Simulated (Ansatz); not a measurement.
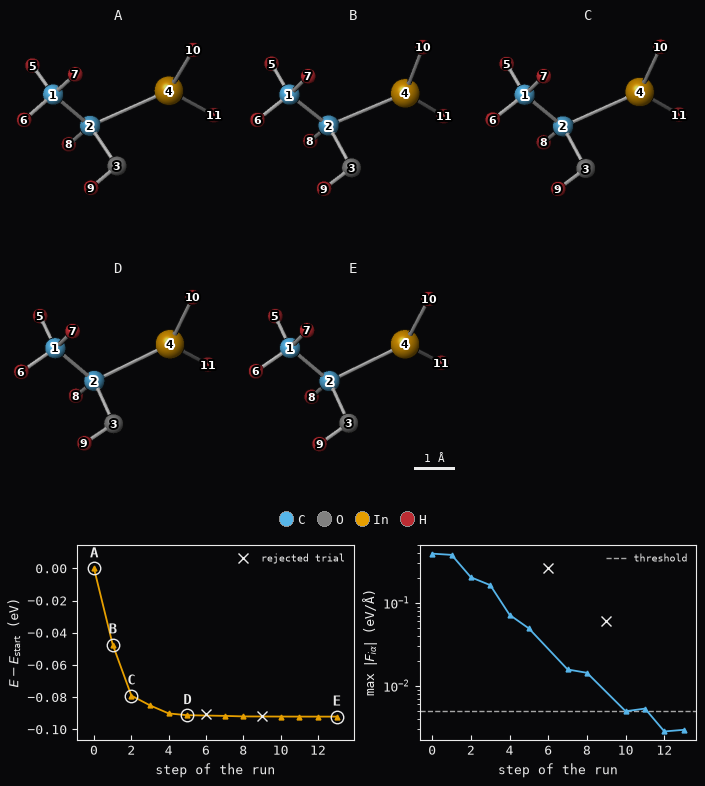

Frames of a relaxation of C2H7InO, marked on the history of the run. Style: ball-and-stick. Shown at a tilt.

The start comes from GFN2-xTB.

All numbers below come from RKS PBE0-D4/def2-TZVP (Ansatz 0.2.0).

Input
```yaml
crystal:
  periodic: [false, false, false]
  atoms:
    - {symbol: C, position_ang: [-0.733630, 1.146400, 0.416400]}
    - {symbol: C, position_ang: [-0.425620, -0.330750, 0.293270]}
    - {symbol: O, position_ang: [0.752480, -0.688650, 1.054030]}
    - {symbol: In, position_ang: [0.717540, -0.950050, -1.517010]}
    - {symbol: H, position_ang: [-1.642860, 1.380250, -0.139000]}
    - {symbol: H, position_ang: [-0.878300, 1.436520, 1.461340]}
    - {symbol: H, position_ang: [0.093440, 1.734120, 0.008360]}
    - {symbol: H, position_ang: [-1.273390, -0.938680, 0.635320]}
    - {symbol: H, position_ang: [0.624250, -0.411360, 1.973010]}
    - {symbol: H, position_ang: [1.786890, 0.233240, -2.208280]}
    - {symbol: H, position_ang: [0.979200, -2.611050, -1.977430]}
basis:
  gaussian: {orbitals: def2-TZVP}
hamiltonian: {xc: pbe0, dispersion: d4}
relax: {f_tol: 0.005, max_steps: 150}
```

Launched with:
```bash
ansatz run in.yaml --threads 4 --pin off --events-out ev --progress --plain --max-ram 10444MiB
```

Q: Describe the path.

A: The energy falls by 0.092 eV in 11 accepted moves (13 points after the start). Largest force component: 0.39 eV/Å at the start, 0.003 eV/Å at the end. The line search rejected the trial steps at points 6, 9 of the run. H11 moves most after the best rigid fit: 0.30 Å. Largest moves by element: H 0.30 Å, O 0.22 Å, C 0.18 Å, In 0.05 Å. Some distances before and after: C2–In4 2.229 → 2.187 Å, C2–O3 1.447 → 1.432 Å, In4–H10 1.738 → 1.731 Å, C1–H6 1.094 → 1.100 Å. Among the angles between lasting bonds that change: O3–C2–In4 86.6° → 97.8°, In4–C2–H8 119.7° → 110.7°, H10–In4–H11 116.8° → 121.1°. Cost: 47 s on 4 threads of Arm Neoverse V2, on a shared host. From step 0 to 1: H atoms move most (0.19 Å), energy −0.047 eV. From step 1 to 2: H10 moves most (0.07 Å), energy −0.032 eV. From step 2 to 5: H10 moves most (0.11 Å), energy −0.012 eV. From step 5 to 13: H11 moves most (0.08 Å), energy −0.001 eV.

| step | E − E(0), eV | largest force component, eV/Å | note |
| --- | --- | --- | --- |
| 0 | 0.0000 | 0.3931 |  |
| 1 | -0.0473 | 0.3800 |  |
| 2 | -0.0790 | 0.2040 |  |
| 3 | -0.0851 | 0.1640 |  |
| 4 | -0.0901 | 0.0719 |  |
| 5 | -0.0912 | 0.0493 |  |
| 6 | -0.0906 | 0.2643 | rejected |
| 7 | -0.0916 | 0.0158 |  |
| 8 | -0.0919 | 0.0144 |  |
| 9 | -0.0916 | 0.0610 | rejected |
| 10 | -0.0920 | 0.0050 |  |
| 11 | -0.0921 | 0.0053 |  |
| 12 | -0.0921 | 0.0028 |  |
| 13 | -0.0921 | 0.0030 |  |
